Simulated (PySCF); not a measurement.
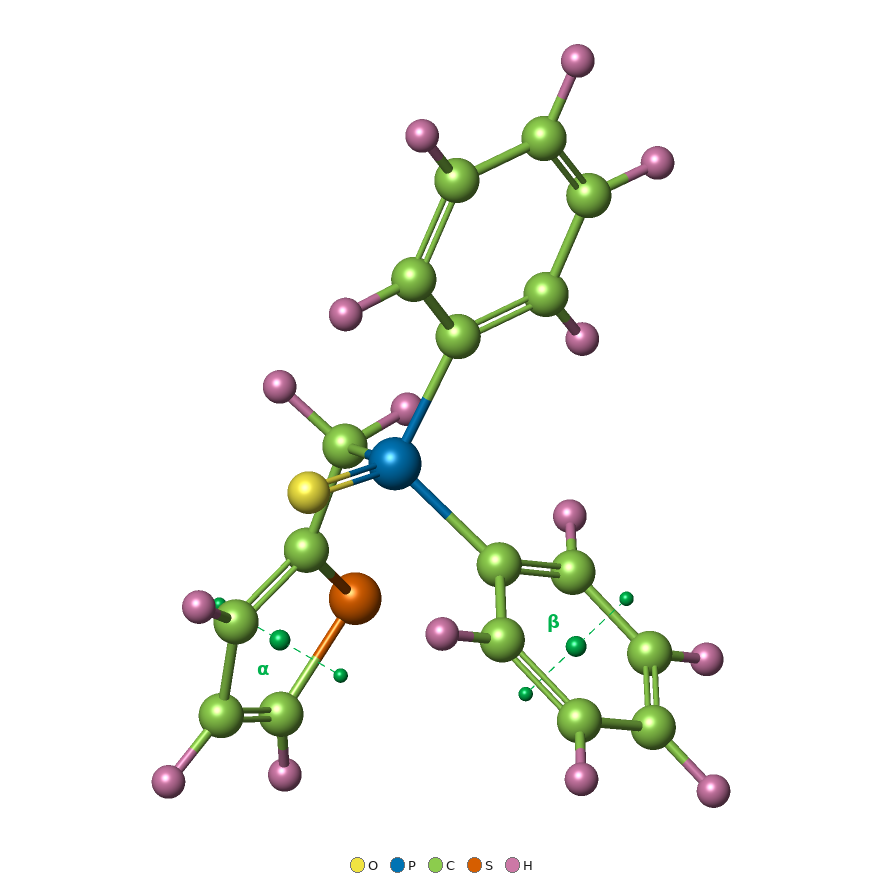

The small points mark where nucleus-independent chemical shifts (NICS) were computed: at the centre of each lettered ring and 1 Å above and below it. The computed structure is the end point of a PBE0-D3(BJ)/def2-SVP optimisation. No frequency run is at hand to confirm it as a minimum. Method: GIAO PBE0/pcSseg-1 NMR shielding, non-relativistic, IEF-PCM chloroform (PySCF 2.14.0).

Give NICS(0), NICS(1) and the out-of-plane component NICS(1)zz for each ring (means of the two sides).

```
ring  members  NICS(0)  NICS(1)  NICS(1)zz
   α      C4S    −12.8    −11.7      −27.4
   β       C6     −8.7    −11.9      −29.1
```

Values in ppm.

### What do the values say about the ring currents?

Ring α: diatropic, as in an aromatic ring. Ring β: diatropic, as in an aromatic ring. NICS is one index among several.
